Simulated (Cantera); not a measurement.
A closed system holds: 1 mol Si₂H₆, 0.19 mol O₃, 49 mol N₂, at 190 Pa.

These are equilibrium values from Cantera (NASA tables, ideal gas, pure condensed phases), not measurements of a reactor. Candidate condensed phases: H₂O, Si, SiO₂, Si₂N₂O, Si₃N₄; 35 gas species. The feed counts by its element totals alone. N₂ is the only nitrogen source here; it is nearly inert below about 1500 K, so the nitride shown seldom forms there in practice. Mutual solubility and eutectic melting of coexisting phases are not modelled. The tables' values for SiN are old estimates; treat these amounts as uncertain. Rates play no part.

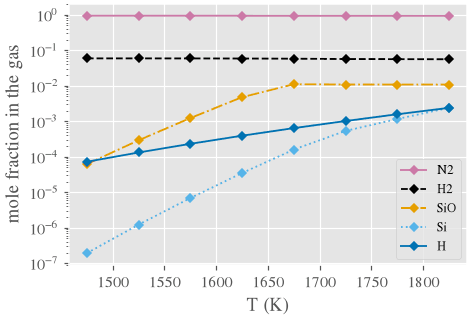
Fig. 1. Equilibrium gas composition (values under 1e-9 drawn at 1e-9)

From 1475 K to 1625 K the condensed part is Si₂N₂O(s) + Si₃N₄(s). At 1675 K the condensed part is Si₃N₄(s). From 1725 K to 1825 K the condensed part is Si(l). The main Si-bearing gas is SiO throughout. The share of Si in condensed phases is highest at 1475 K (99.8 %) and lowest at 1825 K (64.5 %).
